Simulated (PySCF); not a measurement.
# One shape, several levels: BN (boron nitride)

Aim: a comparison of 3 runs (U-wB97X-V/STO-3G, UM06-2X/STO-3G, FCI/STO-3G) of BN (boron nitride). 

The results are computed with PySCF 2.14.0.

13 further runs of the same task are left out: 4 that didn't finish, 9 set aside as unsound or not needed.

## Step 1: The structure to begin with

BN has 2 atoms, charge 0, and is taken as a triplet. SMILES: `B#N`. The B1–N2 distance was set to 1.903 Å, away from the relaxed value.

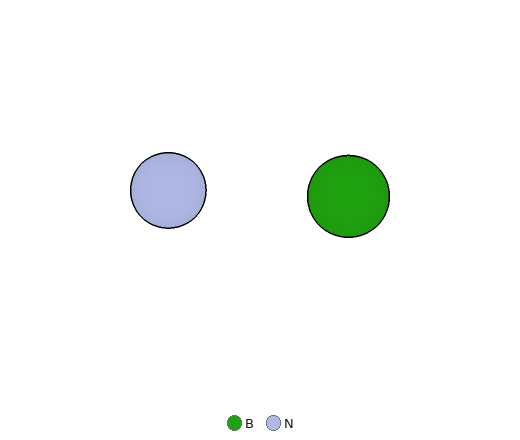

The structure, seen from a chosen angle (boron green, nitrogen light blue).

## Step 2: A single-point energy at U-wB97X-V/STO-3G (run 1)

job.py reads:

```python
from pyscf import gto, dft

mol = gto.M(
    atom='''
B      0.000000     0.000000    -1.198408
N      0.000000     0.000000     2.396985
''',
    unit='bohr',
    max_memory=1860,
    verbose=4,
    basis='sto-3g',
    charge=0,
    spin=2,
)

calc0 = dft.UKS(mol)
calc0.xc = 'wb97x-v'
calc0.nlcgrids.level = 1
calc0.conv_tol = 1e-10
calc0.grids.level = 5
calc0.kernel()
if not calc0.converged:
    calc0 = calc0.newton().run(calc0.mo_coeff, calc0.mo_occ)

e_final = calc0.e_tot
print('E(%s) = %.9f' % ('WB97X-V', e_final))
```

On the command line:

```sh
$ OMP_NUM_THREADS=1 python job.py
```

Output:

```text
PySCF version 2.14.0

[... 61 lines left out ...]
WARN: beta  nocc = 5  HOMO -0.156888384908262 >= LUMO -0.156888384908262
[... 1 line left out ...]
WARN: HOMO -0.137208265621802 >= LUMO -0.156888384908262
[... 102 lines left out ...]
converged SCF energy = -78.208724955535  <S^2> = 2.5251466  2S+1 = 3.3317543
E(WB97X-V) = -78.208724956
```

Run time: 12 s. Hardware: 1 thread of Intel Xeon Platinum 8375C at 2.90GHz (Ice Lake), shared host; peak memory 0.15 GiB.

## Step 3: The energy at UM06-2X/STO-3G (run 2)

calc.py reads:

```python
from pyscf import gto, dft

mol = gto.Mole()
mol.atom = '''
B      0.000000     0.000000    -1.198408
N      0.000000     0.000000     2.396985
'''
mol.basis = 'sto-3g'
mol.spin = 2
mol.max_memory = 1860
mol.verbose = 3
mol.charge = 0
mol.unit = 'bohr'
mol.build()

calc0 = dft.UKS(mol, xc='m06-2x')
calc0.grids.level = 5
calc0.conv_tol = 1e-10
calc0.kernel()
if not calc0.converged:
    calc0 = calc0.newton().run(calc0.mo_coeff, calc0.mo_occ)

energy = calc0.e_tot
print('Final energy', energy)
```

On the command line:

```sh
$ OMP_NUM_THREADS=1 python calc.py
```

Output:

```text
WARN: HOMO -0.141076400854999 >= LUMO -0.156194776778366

converged SCF energy = -78.2330628745387  <S^2> = 2.5811891  2S+1 = 3.3652275
Final energy -78.2330628745387
```

It took 6.6 s on 1 thread of Intel Xeon Platinum 8375C at 2.90GHz (Ice Lake), shared host; peak memory 0.16 GiB.

## Step 4: The energy at FCI/STO-3G (run 3)

input.xyz reads:

```xyz
2
BN
B      0.000000     0.000000    -0.634170
N      0.000000     0.000000     1.268430
```

run.py reads:

```python
from pyscf import gto, scf, mcscf

mol = gto.M(
    atom='input.xyz',
    charge=0,
    basis='sto-3g',
    spin=2,
    max_memory=1860,
    verbose=3,
)

mf = scf.ROHF(mol)
mf.conv_tol = 1e-10
mf.kernel()
if not mf.converged:
    mf = mf.newton().run(mf.mo_coeff, mf.mo_occ)

cas = mcscf.CASCI(mf, mf.mo_coeff.shape[-1] - 2, (mol.nelec[0] - 2, mol.nelec[1] - 2))  # full CI above the frozen core
cas.fix_spin_(ss=2.0)
cas.kernel()
energy = cas.e_tot
print(f'total energy: {energy:.8f} hartree')
```

On the command line:

```sh
$ OMP_NUM_THREADS=1 python run.py
```

Output:

```text
converged SCF energy = -77.7932321586496
CASCI E = -77.9699871949200  E(CI) = -16.1890263437182  S^2 = 2.0000000
total energy: -77.96998719 hartree
```

Wall time 0.71 s (1 thread of Intel Xeon Platinum 8375C at 2.90GHz (Ice Lake), shared host); peak memory 0.12 GiB.

## Step 5: Overview of the runs

| run | level | nlc grid | integration grid | energy (Eh) | dipole moment (D) of the reference | HOMO energy (eV) | LUMO energy (eV) | wall time |
| --- | --- | --- | --- | --- | --- | --- | --- | --- |
| 1 | U-wB97X-V/STO-3G | 1 | 5 | -78.208725 | 0.80 | -4.61 | 2.08 | 12 s |
| 2 | UM06-2X/STO-3G | – | 5 | -78.233063 | 0.82 | -3.18 | 1.09 | 6.6 s |
| 3 | FCI/STO-3G | – | – | -77.969987 | 1.97 | – | – | 0.71 s |

## Step 6: Summary of results

| quantity | value |
| --- | --- |
| run 3: total energy | -77.96999 Eh |
| run 3: dipole moment (Hartree–Fock density) | 1.97 D |
| run 3: correlation energy (2 core orbitals frozen) | -176.8 mEh |

Totals of different functionals can't be ranked against each other. In runs 1, 2, 3 the basis is minimal, so the values are rough. Spin contamination of the reference: run 2 ⟨S²⟩ = 2.58, run 1 ⟨S²⟩ = 2.53. All runs together took 20 s, the longest 12 s.
